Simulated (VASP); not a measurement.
# CoCuAs2 with PBE + U: from relaxation to properties, part 3 of 13

Wanted: the relaxed cell of CoCuAs2 and its properties. The cell is invented: it takes the structure of a Materials Project entry for CoNiAs2 (space group 164 there), with some of its atoms replaced by other elements, volume scaled by an estimate. It may not be a known or stable phase.

VASP 6.6.1, plane waves and PAW; the level of theory is named at each step.

Still holding for the runs below: The magnetic state follows from one typed start and may not be the lowest. The k-mesh is coarse for a metal. A U on the itinerant d states of such a compound is hard to justify; it moves the bands at the Fermi level and favours large moments.

So far, moment of the cell, from the last line of the log (μB): step 2 (rough relaxation of the start cell) -1.30.

## 3. Full relaxation (PBE + U) (continued)

Level of this step: PBE, DFT+U (Co d 4.5 eV, Cu d 5 eV), spin-polarised from a ferrimagnetic start; plane waves and PAW (As, Cu, Co); invented cell (VASP).

Relaxation path:

```
step  energy less that of the first step (eV)  largest force (eV/Å)  pressure (GPa)  volume (Å³)
   1                                   0.0000                0.3304           -1.65        63.13
   2                                  -0.0385                0.3482            0.05        61.64
   3                                  -0.0442                0.3020            2.13        60.40
   4                                  -0.0457                0.3346            1.30        60.81
   5                                  -0.0617                0.1811            0.50        61.49
   6                                  -0.0652                0.0451            0.13        62.06
   7                                  -0.0666                0.0607           -0.36        62.20
   8                                  -0.0670                0.0505           -0.81        62.28
   9                                  -0.0674                0.0510           -0.55        62.22
  10                                  -0.0678                0.0419           -0.47        62.11
  11                                  -0.0674                0.0211           -0.26        61.88
  12                                  -0.0678                0.0366           -0.40        62.05
  13                                  -0.0681                0.0354           -0.30        61.98
  14                                  -0.0684                0.0331           -0.14        61.88
  15                                  -0.0683                0.0275            0.22        61.67
  16                                  -0.0684                0.0307            0.02        61.79
  17                                  -0.0685                0.0281            0.05        61.79
  18                                  -0.0686                0.0206            0.07        61.80
  19                                  -0.0686                0.0007            0.01        61.82
```

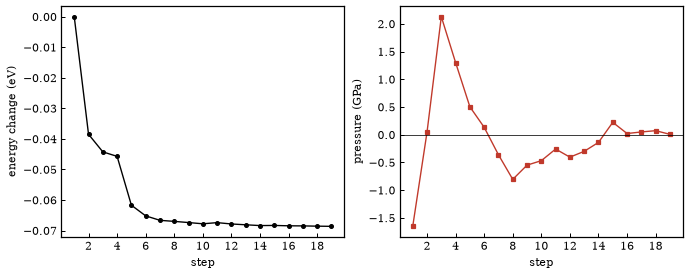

Energy and pressure along the relaxation.

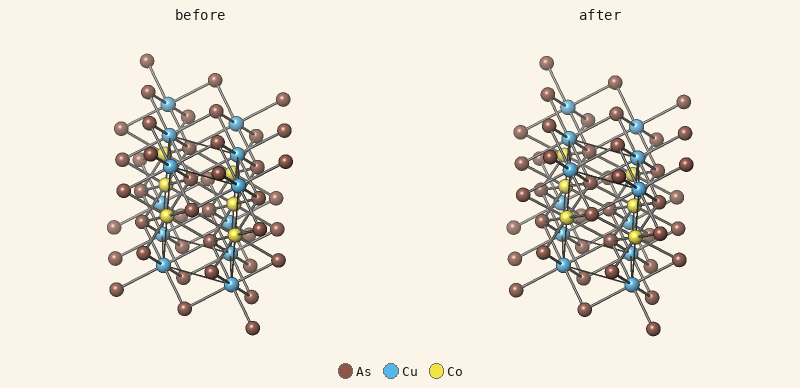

Before and after, at one scale.

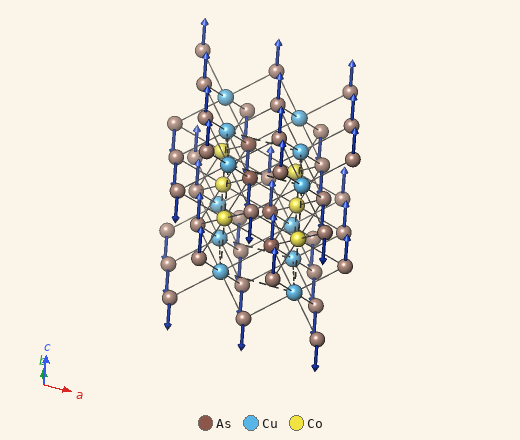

Displacements in the relaxation, exaggerated, measured against the changing cell; the longest in the cell stands for 0.08 Å. 1×2×1 cells are drawn. Some periodic images of atoms are drawn too.

```
conventional cell, symmetrised  before  after  change
                         a (Å)   3.751  3.778  +0.7 %
                         b (Å)   3.751  3.778  +0.7 %
                         c (Å)   5.181  5.002  -3.5 %
              volume (Å³/atom)   15.78  15.46  -2.1 %
```

The atoms that moved most (Å, as changes of fractional coordinates times the final cell):

```
atom     dx     dy      dz  length
 As2  0.000  0.000  -0.082   0.082
 As1  0.000  0.000   0.082   0.082
```

Final coordinates:

```cif
data_structure
_symmetry_space_group_name_H-M 'P 1'
_symmetry_Int_Tables_number 1
_cell_length_a 3.7779
_cell_length_b 3.7779
_cell_length_c 5.0019
_cell_angle_alpha 90.000
_cell_angle_beta 90.000
_cell_angle_gamma 120.000
_cell_volume 61.82
loop_
_atom_site_label
_atom_site_type_symbol
_atom_site_fract_x
_atom_site_fract_y
_atom_site_fract_z
_atom_site_occupancy
As1 As 0.66667 0.33333 0.28643 1
As2 As 0.33333 0.66667 0.71357 1
Cu3 Cu 0.00000 0.00000 0.00000 1
Co4 Co 0.00000 0.00000 0.50000 1
```

This step gave:

```yaml
irreducible_k_points: 24
free_energy_toten: -15.17 eV
energy_at_zero_smearing: -15.17 eV
fermi_energy: 6.835 eV
pressure: 0.006670 GPa
moment_of_the_cell_from_the_last_line_of_the_log: -1.001 μB
scf_cycles_over_all_ionic_steps: 327
```

Spin moment in the PAW sphere by atom:

```
atom  spin moment in the PAW sphere (μB)
 As1                                0.09
 As2                                0.09
 Cu3                                0.00
 Co4                               -1.33
```

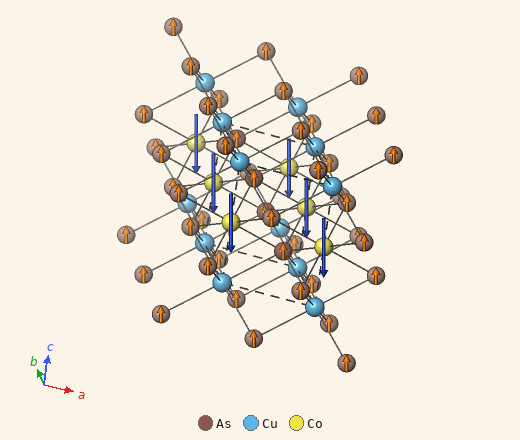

Spin moment in the PAW sphere as arrows, the longest 1.33 μB. Up and down stand for the sign. Arrows give size and sign along the axis of quantisation, drawn up and down the page. Each arrow also spans its atom, so small moments look longer than they are. The two directions have two colours. 1×2×1 cells are drawn. Some periodic images of atoms are drawn too.

It ends with a largest force of 0.001 eV/Å and a pressure of 0.01 GPa.

## 4. Second relaxation

The basis stayed that of the start cell while the cell moved. A rerun from the cell reached resets it; the error of the finite cutoff stays.

Contents of INCAR:

```
SYSTEM = CoCuAs2
PREC = Accurate
ENCUT = 400
EDIFF = 1E-06
NELM = 100
ISMEAR = 0
SIGMA = 0.05
LREAL = .FALSE.
ALGO = Normal
GGA = PE
NBANDS = 23
ISPIN = 2
MAGMOM = 0 0 0.6 -2
LDAU = .TRUE.
LDAUTYPE = 2
LDAUL = -1 2 2
LDAUU = 0 5 4.5
LDAUJ = 0 0 0
LDAUPRINT = 1
LASPH = .TRUE.
LMAXMIX = 4
LORBIT = 11
LWAVE = .FALSE.
LCHARG = .FALSE.
KPAR = 2
IBRION = 2
NSW = 60
ISIF = 3
EDIFFG = -0.01
```

Contents of POSCAR:

```
CoCuAs2
1.0
    3.7778510111      0.0000000000      0.0000000000
   -1.8889255055      3.2717150692      0.0000000000
    0.0000000000      0.0000000000      5.0019364430
As Cu Co
2 1 1
Direct
    0.6666666700      0.3333333300      0.2864302301
    0.3333333300      0.6666666700      0.7135697699
    0.0000000000      0.0000000000      0.0000000000
    0.0000000000      0.0000000000      0.5000000000
```

Contents of KPOINTS:

```
Automatic mesh
0
Gamma
6 6 4
0 0 0
```

The projector-augmented-wave data sets are As, Cu and Co (PBE family, release 64).

On the command line:

```console
$ mpirun -np 2 vasp_std
```

The program printed:

```text
[... set-up lines as in an earlier step ...]
 entering main loop
       N       E                     dE             d eps       ncg     rms          rms(c)
DAV:   1     0.180978611881E+03    0.18098E+03   -0.11009E+04  2216   0.125E+03
DAV:   2    -0.332131938600E+01   -0.18430E+03   -0.17406E+03  2250   0.277E+02
DAV:   3    -0.153130026879E+02   -0.11992E+02   -0.11559E+02  2808   0.885E+01
DAV:   4    -0.156189024162E+02   -0.30590E+00   -0.30531E+00  2474   0.133E+01
DAV:   5    -0.156286731847E+02   -0.97708E-02   -0.97691E-02  3149   0.262E+00    0.121E+01
DAV:   6    -0.178143094937E+02   -0.21856E+01   -0.22272E+01  2425   0.848E+01    0.174E+01
DAV:   7    -0.150366983268E+02    0.27776E+01   -0.98173E+00  2631   0.669E+01    0.410E+00
DAV:   8    -0.150610179048E+02   -0.24320E-01   -0.15265E+00  2959   0.359E+01    0.246E+00
DAV:   9    -0.151104535636E+02   -0.49436E-01   -0.51653E-01  3732   0.181E+01    0.184E+00
DAV:  10    -0.151301186843E+02   -0.19665E-01   -0.83820E-02  3241   0.506E+00    0.994E-01
DAV:  11    -0.151499546334E+02   -0.19836E-01   -0.29730E-02  3723   0.242E+00    0.545E-01
DAV:  12    -0.151650310298E+02   -0.15076E-01   -0.39911E-02  3871   0.273E+00    0.256E-01
DAV:  13    -0.151691708740E+02   -0.41398E-02   -0.10115E-02  3921   0.106E+00    0.183E-01
DAV:  14    -0.151713241861E+02   -0.21533E-02   -0.89138E-03  3689   0.124E+00    0.801E-02
DAV:  15    -0.151719127943E+02   -0.58861E-03   -0.23657E-03  3308   0.358E-01    0.546E-02
DAV:  16    -0.151721843271E+02   -0.27153E-03   -0.62523E-04  3322   0.205E-01    0.481E-02
DAV:  17    -0.151725833177E+02   -0.39899E-03   -0.21117E-03  3395   0.378E-01    0.377E-02
DAV:  18    -0.151730437168E+02   -0.46040E-03   -0.41470E-03  3610   0.480E-01    0.404E-02
DAV:  19    -0.151735050406E+02   -0.46132E-03   -0.18914E-03  3859   0.329E-01    0.699E-02
DAV:  20    -0.151728394598E+02    0.66558E-03   -0.49258E-03  3305   0.577E-01    0.309E-02
DAV:  21    -0.151726092632E+02    0.23020E-03   -0.14917E-03  3546   0.305E-01    0.371E-02
DAV:  22    -0.151721094359E+02    0.49983E-03   -0.29979E-03  3502   0.432E-01    0.594E-02
DAV:  23    -0.151714586401E+02    0.65080E-03   -0.31887E-03  3753   0.423E-01    0.702E-02
DAV:  24    -0.151715906733E+02   -0.13203E-03   -0.13315E-04  3145   0.966E-02    0.688E-02
DAV:  25    -0.151716550314E+02   -0.64358E-04   -0.30408E-05  2710   0.412E-02    0.682E-02
DAV:  26    -0.151716646604E+02   -0.96290E-05   -0.18182E-06  1498   0.940E-03    0.681E-02
DAV:  27    -0.151716667111E+02   -0.20507E-05   -0.21420E-07  1104   0.455E-03    0.681E-02
DAV:  28    -0.151718483016E+02   -0.18159E-03   -0.22794E-04  3200   0.120E-01    0.660E-02
DAV:  29    -0.151726825964E+02   -0.83429E-03   -0.92655E-03  3313   0.789E-01    0.435E-02
DAV:  30    -0.151733709347E+02   -0.68834E-03   -0.77993E-03  3718   0.692E-01    0.760E-02
DAV:  31    -0.151731430484E+02    0.22789E-03   -0.87062E-04  3372   0.263E-01    0.558E-02
DAV:  32    -0.151724985924E+02    0.64446E-03   -0.70388E-03  3374   0.687E-01    0.486E-02
DAV:  33    -0.151719910384E+02    0.50755E-03   -0.33779E-03  3698   0.450E-01    0.688E-02
DAV:  34    -0.151702938584E+02    0.16972E-02   -0.17316E-02  3232   0.104E+00    0.680E-02
DAV:  35    -0.151706085857E+02   -0.31473E-03   -0.64824E-04  2711   0.220E-01    0.675E-02
DAV:  36    -0.151704054076E+02    0.20318E-03   -0.34324E-04  3369   0.156E-01    0.621E-02
DAV:  37    -0.151706570151E+02   -0.25161E-03   -0.49473E-04  3207   0.180E-01    0.675E-02
DAV:  38    -0.151704527025E+02    0.20431E-03   -0.32319E-04  3079   0.144E-01    0.620E-02
DAV:  39    -0.151704860676E+02   -0.33365E-04   -0.10235E-05  2270   0.279E-02    0.616E-02
DAV:  40    -0.151706715500E+02   -0.18548E-03   -0.27305E-04  3208   0.132E-01    0.645E-02
DAV:  41    -0.151707508496E+02   -0.79300E-04   -0.55979E-05  3438   0.583E-02    0.654E-02
DAV:  42    -0.151706144543E+02    0.13640E-03   -0.13333E-04  3059   0.908E-02    0.630E-02
DAV:  43    -0.151706497541E+02   -0.35300E-04   -0.95114E-06  1730   0.244E-02    0.637E-02
DAV:  44    -0.151706498364E+02   -0.82297E-07   -0.32111E-07  1143   0.473E-03
   1 F= -.15170650E+02 E0= -.15169516E+02  d E =-.151706E+02  mag=    -0.9495
 curvature:   0.00 expect dE= 0.000E+00 dE for cont linesearch  0.000E+00
 trial: gam= 0.00000 g(F)=  0.224E-04 g(S)=  0.223E-02 ort = 0.000E+00 (trialstep = 0.100E+01)
 search vector abs. value=  0.225E-02
 bond charge predicted
       N       E                     dE             d eps       ncg     rms          rms(c)
DAV:   1    -0.152022261690E+02   -0.31576E-01   -0.46278E-01  2516   0.140E+01    0.157E+00
DAV:   2    -0.152216343240E+02   -0.19408E-01   -0.45214E-01  2523   0.151E+01    0.204E+00
DAV:   3    -0.151747796289E+02    0.46855E-01   -0.20414E-01  2664   0.102E+01    0.696E-01
DAV:   4    -0.151696479082E+02    0.51317E-02   -0.25592E-02  2690   0.603E+00    0.239E-01
DAV:   5    -0.151694685222E+02    0.17939E-03   -0.57394E-03  3402   0.115E+00    0.850E-02
DAV:   6    -0.151696360875E+02   -0.16757E-03   -0.47071E-04  3376   0.298E-01    0.567E-02
DAV:   7    -0.151700318571E+02   -0.39577E-03   -0.17259E-03  3658   0.312E-01    0.370E-02
DAV:   8    -0.151702606818E+02   -0.22882E-03   -0.78538E-04  3738   0.200E-01    0.306E-02
DAV:   9    -0.151705271458E+02   -0.26646E-03   -0.12559E-03  3370   0.214E-01    0.327E-02
DAV:  10    -0.151709375816E+02   -0.41044E-03   -0.16704E-03  3464   0.273E-01    0.619E-02
DAV:  11    -0.151705115460E+02    0.42604E-03   -0.18890E-03  3390   0.344E-01    0.340E-02
DAV:  12    -0.151702638670E+02    0.24768E-03   -0.12752E-03  3514   0.255E-01    0.350E-02
DAV:  13    -0.151697207097E+02    0.54316E-03   -0.36050E-03  3507   0.409E-01    0.477E-02
DAV:  14    -0.151696848052E+02    0.35904E-04   -0.11923E-04  2705   0.651E-02    0.473E-02
DAV:  15    -0.151695965167E+02    0.88289E-04   -0.73343E-05  2947   0.637E-02    0.478E-02
DAV:  16    -0.151696387924E+02   -0.42276E-04   -0.15481E-05  2335   0.399E-02    0.487E-02
DAV:  17    -0.151695103519E+02    0.12844E-03   -0.14739E-04  3045   0.107E-01    0.505E-02
DAV:  18    -0.151699082798E+02   -0.39793E-03   -0.17520E-03  3449   0.394E-01    0.424E-02
DAV:  19    -0.151705732181E+02   -0.66494E-03   -0.84553E-03  3505   0.658E-01    0.409E-02
DAV:  20    -0.151720578920E+02   -0.14847E-02   -0.85516E-03  3695   0.651E-01    0.122E-01
DAV:  21    -0.151692044514E+02    0.28534E-02   -0.49191E-02  3302   0.167E+00    0.630E-02
DAV:  22    -0.151692754205E+02   -0.70969E-04   -0.12245E-03  2646   0.215E-01    0.497E-02
DAV:  23    -0.151689314712E+02    0.34395E-03   -0.10339E-03  3454   0.226E-01    0.463E-02
DAV:  24    -0.151690580558E+02   -0.12658E-03   -0.11944E-04  3277   0.917E-02    0.471E-02
DAV:  25    -0.151689814313E+02    0.76625E-04   -0.44539E-05  2280   0.473E-02    0.461E-02
DAV:  26    -0.151689819166E+02   -0.48535E-06   -0.12039E-06  1480   0.103E-02
   2 F= -.15168982E+02 E0= -.15167873E+02  d E =0.166792E-02  mag=    -0.9432
[...]
3 F= -.15169335E+02 E0= -.15168151E+02  d E =0.131497E-02  mag=    -0.9689
[...]
4 F= -.15169678E+02 E0= -.15168545E+02  d E =0.971815E-03  mag=    -0.9992
[...]
5 F= -.15169736E+02 E0= -.15168602E+02  d E =0.913769E-03  mag=    -0.9965
[...]
6 F= -.15169777E+02 E0= -.15168667E+02  d E =0.872806E-03  mag=    -1.0006
 curvature:  -0.20 expect dE=-0.179E-04 dE for cont linesearch -0.169E-04
 ZBRENT: bisectioning
 opt :   0.0570  next Energy=   -15.169801 (dE= 0.849E-03)
 bond charge predicted
       N       E                     dE             d eps       ncg     rms          rms(c)
DAV:   1    -0.151699059420E+02   -0.12826E-03   -0.15068E-03  2523   0.796E-01    0.888E-02
DAV:   2    -0.151699569779E+02   -0.51036E-04   -0.13263E-03  2524   0.852E-01    0.113E-01
DAV:   3    -0.151698183662E+02    0.13861E-03   -0.58582E-04  2718   0.581E-01    0.372E-02
DAV:   4    -0.151698030531E+02    0.15313E-04   -0.78057E-05  2698   0.327E-01    0.130E-02
DAV:   5    -0.151698019188E+02    0.11343E-05   -0.13415E-05  3332   0.700E-02    0.502E-03
DAV:   6    -0.151698021782E+02   -0.25948E-06   -0.14208E-06  1104   0.265E-02
   7 F= -.15169802E+02 E0= -.15168691E+02  d E =0.847658E-03  mag=    -0.9982
 curvature:  -0.29 expect dE=-0.435E-05 dE for cont linesearch -0.331E-05
 trial: gam= 0.00000 g(F)=  0.881E-07 g(S)=  0.151E-04 ort =-0.161E-03 (trialstep = 0.811E+00)
 search vector abs. value=  0.152E-04
 reached required accuracy - stopping structural energy minimisation
```

The job ended after 4.5 min (2 MPI ranks of Intel Xeon 6975P-C (Granite Rapids), shared host; peak memory 0.43 GiB).

(Part 3 of 13 ends here.)

[Lines on the potential files, build, host, timing and source positions are cut from VASP's logs without a mark.]

[Logs are printed without paths, hosts, clocks, repeated set-up lines and the standing remarks that a program may print on its own settings, such as how far it seeks lower states.]

[Hosts, paths, dates, database ids (printed as entryN), source tags and the programs' standing remarks are cut or masked in the printed files.]

[A measured line is paired with the nearest computed mode of its activity, which favours agreement.]

[In band tables of VASP the shares of atoms and orbitals are scaled to a sum of 1 inside the atoms' spheres.]
